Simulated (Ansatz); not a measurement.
**CH2ClF (chlorofluoromethane) at BHLYP/aug-cc-pVDZ**

Aim: the vertical ionisation energy of CH2ClF (chlorofluoromethane) at BHLYP/aug-cc-pVDZ, from 2 runs. 

The calculation is run with Ansatz 0.2.0.

68 further runs of the same task are left out: 68 set aside as unsound or not needed.

### Step 1. The molecule

The species is CH2ClF (5 atoms), meant as a singlet with charge 0. As SMILES, `FCCl`. The coordinates come from a PBE0-D4/def2-TZVP relaxation.

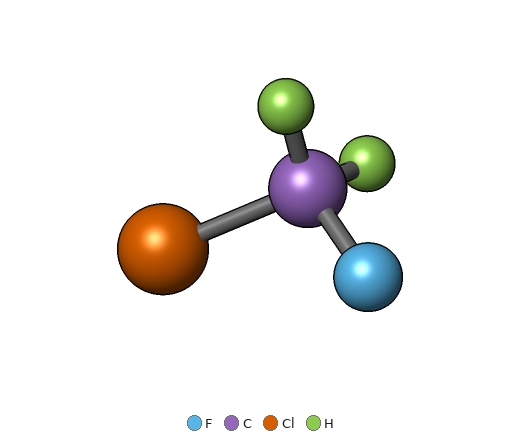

The structure, seen from a chosen angle (fluorine blue, carbon purple, chlorine orange, hydrogen green).

### Step 2. A single-point energy at BHLYP/aug-cc-pVDZ

molecule.yaml reads:

```yaml
crystal:
  periodic: [false, false, false]
  atoms:
    - symbol: F
      position_ang: [-0.970450, 0.560520, 0.766500]
    - symbol: C
      position_ang: [0.083560, 0.089320, 0.058070]
    - symbol: Cl
      position_ang: [-0.422970, -1.232890, -0.998060]
    - symbol: H
      position_ang: [0.832130, -0.302600, 0.745580]
    - symbol: H
      position_ang: [0.477720, 0.885670, -0.572080]
basis:
  gaussian: {orbitals: aug-cc-pVDZ}
hamiltonian: {xc: {name: BHLYP}}
accuracy: high
output: {orbitals: {seedname: orbitals}}
```

The run is started by

```sh
$ ansatz run molecule.yaml --threads 1 --pin off --max-ram 3480MiB --events-out events.jsonl --progress --plain --runs-dir runs
```

Standard output:

```text
Warning: RAYON_NUM_THREADS=1 ignored (pool sized by the plan → 1); use --threads N
Functional definition: BHLYP
  name "BHLYP"
  parameter a = 0.5
  exchange = (1 - a)*b88_x + a*exact_x
  correlation = lyp_c
1830 factors; integrals over basis functions are off by at most 4.1e-9 eV
mean field evaluation 1: about -16306.8432 eV, gradient 2.1e1 eV
mean field evaluation 2: about -16307.0572 eV, gradient 2.0e1 eV
mean field evaluation 4: about -16307.6921 eV, gradient 8.0e-1 eV
mean field evaluation 8: about -16307.8861 eV, gradient 6.4e-2 eV
mean field evaluation 16: about -16307.8861 eV, gradient 7.8e-6 eV
mean field -16307.88613416 eV, -599.3037615483 hartree, gradient 2.0e-8 eV, S^2 0.000000; 0 other end points of the search recorded, 0 dependent functions left out
reference -16307.88616076 eV, -599.3037625257 hartree; 17, 17 occupied and 74, 74 virtual orbitals, 1830 factors
Total energy: -16307.88616076 eV, -599.3037625257 hartree
```

Wall time 6 s (1 thread of Arm Neoverse V2, shared host); peak memory 0.26 GiB.

### Step 3. The doublet cation, same level

run.yaml reads:

```yaml
crystal:
  periodic: [false, false, false]
  atoms:
    - {symbol: F, position_ang: [-0.970450, 0.560520, 0.766500]}
    - {symbol: C, position_ang: [0.083560, 0.089320, 0.058070]}
    - {symbol: Cl, position_ang: [-0.422970, -1.232890, -0.998060]}
    - {symbol: H, position_ang: [0.832130, -0.302600, 0.745580]}
    - {symbol: H, position_ang: [0.477720, 0.885670, -0.572080]}
basis:
  gaussian:
    orbitals: aug-cc-pVDZ
accuracy: high
hamiltonian:
  xc: {name: BHLYP}
magnetization:
  spin_polarized: true
  initial_magnetization: 1
total_charge: 1
output: {orbitals: {seedname: orbitals}}
```

The run is started by

```sh
$ ansatz run run.yaml --threads 1 --pin off --max-ram 3480MiB --events-out events.jsonl --progress --plain --runs-dir runs
```

Standard output:

```text
Warning: RAYON_NUM_THREADS=1 ignored (pool sized by the plan → 1); use --threads N
[... 5 set-up lines as earlier in the session ...]
1830 factors; integrals over basis functions are off by at most 4.1e-9 eV
mean field evaluation 1: about -16289.7852 eV, gradient 4.1e1 eV
mean field evaluation 2: about -16271.2590 eV, gradient 7.8e1 eV
mean field evaluation 4: about -16296.0253 eV, gradient 4.4e0 eV
mean field evaluation 8: about -16296.1631 eV, gradient 7.2e-1 eV
mean field evaluation 16: about -16296.1697 eV, gradient 5.1e-4 eV
mean field evaluation 32: about -16296.1611 eV, gradient 1.0e0 eV
mean field -16296.16970009 eV, -598.8731905378 hartree, gradient 1.5e-8 eV, S^2 0.754911; 1 other end points of the search recorded, 0 dependent functions left out
reference -16296.16972987 eV, -598.8731916320 hartree; 17, 16 occupied and 74, 75 virtual orbitals, 1830 factors
Total energy: -16296.16972987 eV, -598.8731916320 hartree
```

Run time: 11 s. Hardware: 1 thread of Arm Neoverse V2, shared host; peak memory 0.35 GiB.

### Step 4. Summary of results

Level: BHLYP/aug-cc-pVDZ.

| quantity | value |
| --- | --- |
| singlet CH2ClF: total energy | -599.30376 Eh |
| singlet CH2ClF: HOMO energy | -10.25 eV |
| singlet CH2ClF: LUMO energy | 0.15 eV |
| singlet CH2ClF: HOMO–LUMO gap | 10.40 eV |
| doublet cation: total energy | -598.87319 Eh |
| doublet cation: HOMO energy (highest over α and β) | -19.15 eV |
| doublet cation: LUMO energy (lowest over α and β) | -13.22 eV |
| doublet cation: ⟨S²⟩ | 0.755 |
| vertical ionisation energy (to the doublet cation) | 11.716 eV |

The vertical ionisation energy comes to 11.72 eV (270 kcal/mol). The negative HOMO energy of the first species, 10.25 eV, lies 1.47 eV below that difference.
